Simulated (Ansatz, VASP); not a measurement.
## Li (Li(100)): VASP beside Ansatz

One calculation is typed for both programs; each brings its own data sets and cutoff. How far apart do they land?

Main program and level: Ansatz 0.2.0; plane waves, with VASP 6.6.1 beside it; band structure at LDA.

## Step 1: The structure

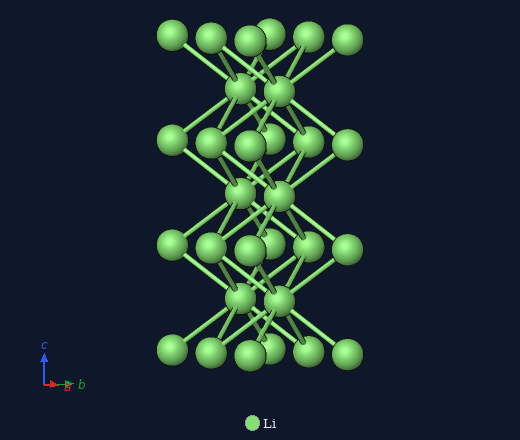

Start, viewed from the side, with the c axis up; lithium green. 2×1×1 cells are drawn. Some periodic images of atoms are drawn too.

The cell holds 7 atoms: 7 Li. Its edges and angles: a = 3.490 Å, b = 3.490 Å, c = 28.470 Å, α = 90.0°, β = 90.0°, γ = 90.0°. Vacuum lies along c.

Structure file:

```cif
data_structure
_symmetry_space_group_name_H-M 'P 1'
_symmetry_Int_Tables_number 1
_cell_length_a 3.4900
_cell_length_b 3.4900
_cell_length_c 28.4700
_cell_angle_alpha 90.000
_cell_angle_beta 90.000
_cell_angle_gamma 90.000
_cell_volume 346.77
loop_
_atom_site_label
_atom_site_type_symbol
_atom_site_fract_x
_atom_site_fract_y
_atom_site_fract_z
_atom_site_occupancy
Li1 Li 0.00000 0.00000 0.31612 1
Li2 Li 0.50000 0.50000 0.37741 1
Li3 Li 0.00000 0.00000 0.43871 1
Li4 Li 0.50000 0.50000 0.50000 1
Li5 Li 0.00000 0.00000 0.56129 1
Li6 Li 0.50000 0.50000 0.62259 1
Li7 Li 0.00000 0.00000 0.68388 1
```

## Step 2: VASP: band structure, LDA

The same path points are solved in both programs, so levels can be compared one by one.

Lines of VASP's logs that name or quote its potential files are left out, and so is its time.

The input, INCAR:

```
SYSTEM = Li
PREC = Normal
ENCUT = 300
EDIFF = 1E-06
NELM = 120
ISMEAR = -1
SIGMA = 0.1
LREAL = .FALSE.
ALGO = Fast
GGA = CA
NBANDS = 21
LORBIT = 11
LWAVE = .FALSE.
LCHARG = .TRUE.
IDIPOL = 3
LDIPOL = .TRUE.
DIPOL = 0.5 0.5 0.5
LVHAR = .TRUE.
LVACPOTAV = .TRUE.
LELF = .TRUE.
NEDOS = 1500
```

The input, POSCAR:

```
Li
1.0
    3.4900000000      0.0000000000      0.0000000000
    0.0000000000      3.4900000000      0.0000000000
    0.0000000000      0.0000000000     28.4700000000
Li
7
Direct
    0.0000000000      0.0000000000      0.3161222339
    0.5000000000      0.5000000000      0.3774148226
    0.0000000000      0.0000000000      0.4387074113
    0.5000000000      0.5000000000      0.5000000000
    0.0000000000      0.0000000000      0.5612925887
    0.5000000000      0.5000000000      0.6225851774
    0.0000000000      0.0000000000      0.6838777661
```

The input, KPOINTS:

```
Automatic mesh
0
Gamma
12 12 1
0 0 0
```

The input, KPOINTS_OPT:

```
Line mode
14
Line-mode
Reciprocal
  0.50000000   0.50000000   0.00000000 M
  0.00000000   0.00000000   0.00000000 GAMMA

  0.00000000   0.00000000   0.00000000 GAMMA
  0.00000000   0.50000000   0.00000000 X

  0.00000000   0.50000000   0.00000000 X
  0.50000000   0.50000000   0.00000000 M
```

PAW data sets: Li (LDA family, release 64).

Launch:

```bash
$ mpirun -np 2 vasp_std
```

The program printed:

```text
[banner, memory and clock lines left out]
running    2 mpi-ranks, on    1 nodes
 distrk:  each k-point on    2 cores,    1 groups
 distr:  one band on    1 cores,    2 groups

 POSCAR found type information on POSCAR Li
 POSCAR found :  1 types and       7 ions
 LDA part: xc-table for (Slater(with rela. corr.)+CA(PZ))
 , standard interpolation
|                                                                             |
|           W    W    AA    RRRRR   N    N  II  N    N   GGGG   !!!           |
|           W    W   A  A   R    R  NN   N  II  NN   N  G    G  !!!           |
|           W    W  A    A  R    R  N N  N  II  N N  N  G       !!!           |
|           W WW W  AAAAAA  RRRRR   N  N N  II  N  N N  G  GGG   !            |
|           WW  WW  A    A  R   R   N   NN  II  N   NN  G    G                |
|           W    W  A    A  R    R  N    N  II  N    N   GGGG   !!!           |
|                                                                             |
|     The number of bands has been changed from the values supplied in        |
|     The orbitals not found in the WAVECAR file will be initialized with     |
|     random numbers, which is usually adequate. For correlated               |
|     calculations, however, you should redo the groundstate calculation.     |
|     I found NBANDS = 21. Now, NBANDS = 22.                                  |
|                                                                             |

 POSCAR, INCAR and KPOINTS ok, starting setup
 FFT: planning ... GRIDC
 FFT: planning ... GRID_SOFT
 FFT: planning ... GRID
 WAVECAR not read
 entering main loop
       N       E                     dE             d eps       ncg     rms          rms(c)
DAV:   1    -0.673963619598E+01   -0.67396E+01   -0.11916E+03  1232   0.114E+02
DAV:   2    -0.144437005367E+02   -0.77041E+01   -0.73992E+01  1630   0.247E+01
DAV:   3    -0.148288348528E+02   -0.38513E+00   -0.38032E+00  1604   0.460E+00
DAV:   4    -0.148449583975E+02   -0.16124E-01   -0.16115E-01  1662   0.975E-01
DAV:   5    -0.148460069025E+02   -0.10485E-02   -0.10485E-02  1792   0.250E-01    0.167E+00
RMM:   6    -0.138914015311E+02    0.95461E+00   -0.83100E-02  1436   0.444E-01    0.140E+00
RMM:   7    -0.136361089018E+02    0.25529E+00   -0.13486E-02  1363   0.206E-01    0.567E-01
RMM:   8    -0.135309327398E+02    0.10518E+00   -0.28902E-02  1614   0.271E-01    0.463E-01
RMM:   9    -0.135420599430E+02   -0.11127E-01   -0.66605E-03  1414   0.132E-01    0.277E-01
RMM:  10    -0.134988296945E+02    0.43230E-01   -0.49673E-03  1550   0.115E-01    0.106E-01
RMM:  11    -0.134993686558E+02   -0.53896E-03   -0.72781E-04  1546   0.551E-02    0.445E-02
RMM:  12    -0.134998281224E+02   -0.45947E-03   -0.69860E-04  1583   0.447E-02    0.287E-02
RMM:  13    -0.135009823087E+02   -0.11542E-02   -0.24277E-04  1546   0.259E-02    0.166E-02
RMM:  14    -0.135012264633E+02   -0.24415E-03   -0.40927E-05  1517   0.136E-02    0.630E-03
RMM:  15    -0.135014659003E+02   -0.23944E-03   -0.39653E-05  1734   0.926E-03    0.282E-03
RMM:  16    -0.135014773542E+02   -0.11454E-04   -0.67588E-06  1519   0.547E-03    0.213E-03
RMM:  17    -0.135015071006E+02   -0.29746E-04   -0.85144E-06  1665   0.354E-03    0.684E-04
RMM:  18    -0.135015186884E+02   -0.11588E-04   -0.82887E-07  1485   0.186E-03    0.708E-04
RMM:  19    -0.135015446994E+02   -0.26011E-04   -0.12042E-06  1559   0.150E-03    0.280E-04
RMM:  20    -0.135015466288E+02   -0.19294E-05   -0.16077E-07  1328   0.816E-04    0.179E-04
RMM:  21    -0.135015483684E+02   -0.17395E-05   -0.94890E-08  1334   0.485E-04    0.951E-05
RMM:  22    -0.135015483924E+02   -0.23983E-07   -0.14114E-08  1101   0.344E-04
|                                                                             |
|           W    W    AA    RRRRR   N    N  II  N    N   GGGG   !!!           |
|           W    W   A  A   R    R  NN   N  II  NN   N  G    G  !!!           |
|           W    W  A    A  R    R  N N  N  II  N N  N  G       !!!           |
|           W WW W  AAAAAA  RRRRR   N  N N  II  N  N N  G  GGG   !            |
|           WW  WW  A    A  R   R   N   NN  II  N   NN  G    G                |
|           W    W  A    A  R    R  N    N  II  N    N   GGGG   !!!           |
|                                                                             |
|     Did not find any points to average over, which means that no vacuum     |
|     field-free region was found. Please increase the size of  your cell     |
|     in the dimension of the dipole correction to obtain accurate            |
|     workfunction values.                                                    |
|                                                                             |

   1 F= -.13501548E+02 E0= -.13437982E+02  d E =-.127132E+00
 Start KPOINTS_OPT (optional k-point list driver)
k-point batch [1-28\42]
       N       E                     dE             ncg
DAV:   1    -0.400816877370E+03   -0.26732E+04     1232
DAV:   2    -0.563839138996E+03   -0.16302E+03     1672
DAV:   3    -0.571867332834E+03   -0.80282E+01     1570
DAV:   4    -0.572031584756E+03   -0.16425E+00     1536
DAV:   5    -0.572036351496E+03   -0.47667E-02     1566
DAV:   6    -0.572036592524E+03   -0.24103E-03     1664
DAV:   7    -0.572036601227E+03   -0.87025E-05     1514
DAV:   8    -0.572036601598E+03   -0.37130E-06     1082
k-point batch [29-42\42]
       N       E                     dE             ncg
DAV:   1     0.777823416790E+03   -0.24076E+04      616
DAV:   2     0.667541557391E+03   -0.11028E+03      840
DAV:   3     0.661573229291E+03   -0.59683E+01      810
DAV:   4     0.661463599268E+03   -0.10963E+00      754
DAV:   5     0.661460969228E+03   -0.26300E-02      820
DAV:   6     0.661460860486E+03   -0.10874E-03      774
DAV:   7     0.661460855146E+03   -0.53407E-05      828
DAV:   8     0.661460854918E+03   -0.22798E-06      532
```

From OUTCAR (step 2):

```text
ion  position               nearest neighbor table
   1  0.000  0.000  0.316-   2 3.02   2 3.02   2 3.02   2 3.02
   2  0.500  0.500  0.377-   1 3.02   3 3.02   1 3.02   3 3.02   1 3.02   3 3.02   1 3.02   3 3.02

  LATTYP: Found a simple tetragonal cell.
 ALAT       =     3.4900000000
 C/A-ratio  =     8.1575931232

 Subroutine GETGRP returns: Found 16 space group operations
 (whereof 16 operations were pure point group operations)

The static configuration has the point symmetry D_4h.

 Found     28 irreducible k-points:

   k-points           NKPTS =     28   k-points in BZ     NKDIM =     28   number of bands    NBANDS=     22

   dimension x,y,z NGX =    16 NGY =   16 NGZ =  126
   dimension x,y,z NGXF=    32 NGYF=   32 NGZF=  252

   ENCUT  =  300.0 eV  22.05 Ry    4.70 a.u.   4.93  4.93 40.21*2*pi/ulx,y,z

   NELECT =       7.0000    total number of electrons

 k-points in reciprocal lattice and weights: Automatic mesh
   0.00000000  0.00000000  0.00000000       0.007
   0.08333333  0.00000000  0.00000000       0.028
   0.16666667  0.00000000  0.00000000       0.028
   0.25000000  0.00000000  0.00000000       0.028
   0.33333333  0.00000000  0.00000000       0.028
   0.41666667  0.00000000  0.00000000       0.028
   0.50000000  0.00000000  0.00000000       0.014
   0.08333333  0.08333333  0.00000000       0.028
   0.16666667  0.08333333  0.00000000       0.056
[...]
0.50000000  0.41666667  0.00000000       0.028
   0.50000000  0.50000000  0.00000000       0.007

 dipolmoment           0.000000      0.000000     -0.000000 electrons x Angstroem

 average (electrostatic) potential at core
       1 -34.2756       2 -33.5417       3 -33.5425       4 -33.5238       5 -33.5425
       6 -33.5417       7 -34.2756

 E-fermi :  -1.5225

 k-point     1 :       0.0000    0.0000    0.0000
  band No.  band energies     occupation
      1      -4.8475      2.00000
      2      -4.4431      2.00000
      3      -3.7400      2.00000
      4      -2.8007      1.99999
      5      -1.7851      1.86503
      6      -0.7839      0.00124
      7       0.3193      0.00000
      8       1.3618      0.00000
      9       1.5316      0.00000
     10       2.4306      0.00000
    ...

 k-point     2 :       0.0833    0.0000    0.0000
  band No.  band energies     occupation
      1      -4.7835      2.00000
      2      -4.3792      2.00000
      3      -3.6762      2.00000
      4      -2.7367      1.99999
      5      -1.7198      1.75595
      6      -0.7178      0.00064
      7       0.3823      0.00000
      8       1.4230      0.00000
      9       1.6099      0.00000
     10       2.4855      0.00000
    ...

 k-point     3 :       0.1667    0.0000    0.0000
  band No.  band energies     occupation
      1      -4.5913      2.00000
      2      -4.1875      2.00000
      3      -3.4854      2.00000
      4      -2.5471      1.99993
      5      -1.5307      1.04102
      6      -0.5337      0.00010
      7       0.5406      0.00000
      8       1.5186      0.00000
      9       1.6802      0.00000
     10       1.9918      0.00000
    ...

  Total       -1.7914050     -1.7914050     -0.8939107      0.0000000      0.0000000      0.0000000
  in kB       -8.2768682     -8.2768682     -4.1301555      0.0000000      0.0000000      0.0000000
  external PRESSURE =      -6.8946306 kB  Pullay stress =       0.0000000 kB

  energy-cutoff  :      300.00
  volume of cell :      346.77
      direct lattice vectors                 reciprocal lattice vectors
     3.490000000  0.000000000  0.000000000     0.286532951  0.000000000  0.000000000
     0.000000000  3.490000000  0.000000000     0.000000000  0.286532951  0.000000000
     0.000000000  0.000000000 28.470000000     0.000000000  0.000000000  0.035124693

 POSITION                                       TOTAL-FORCE (eV/Angst)
 -----------------------------------------------------------------------------------
      0.00000      0.00000      9.00000         0.000000     -0.000000      0.035853
      1.74500      1.74500     10.74500        -0.000000      0.000000      0.083446
      0.00000      0.00000     12.49000         0.000000      0.000000     -0.018450
      1.74500      1.74500     14.23500        -0.000000      0.000000     -0.000000
      0.00000      0.00000     15.98000        -0.000000      0.000000      0.018450
      1.74500      1.74500     17.72500        -0.000000      0.000000     -0.083446
      0.00000      0.00000     19.47000        -0.000000     -0.000000     -0.035853
 -----------------------------------------------------------------------------------
    total drift:                               -0.000000     -0.000000     -0.000000

  FREE ENERGIE OF THE ION-ELECTRON SYSTEM (eV)
  ---------------------------------------------------
  free  energy   TOTEN  =       -13.5015483924 eV

  energy  without entropy=      -13.3744159447  energy(sigma->0) =      -13.43798217

 vacuum level on the upper side and lower side of the slab         1.598         1.598

 total charge
# of ion       s       p       d       tot
------------------------------------------
    1        0.106   0.070   0.000   0.176
    2        0.110   0.113   0.000   0.223
    3        0.111   0.108   0.000   0.219
    4        0.110   0.110   0.000   0.221
    5        0.111   0.108   0.000   0.219
    6        0.110   0.113   0.000   0.223
    7        0.106   0.070   0.000   0.176
--------------------------------------------------
tot          0.765   0.692   0.000   1.457

[... 3 further parts left out ...]
```

[end of part 1 of 2]

[Lines on the potential files, build, host, timing and source positions are cut from VASP's logs without a mark.]

[Logs are printed without paths, hosts, clocks, repeated set-up lines and the standing remarks that a program may print on its own settings, such as how far it seeks lower states.]

[Hosts, paths, dates, database ids (printed as entryN), source tags and the programs' standing remarks are cut or masked in the printed files.]
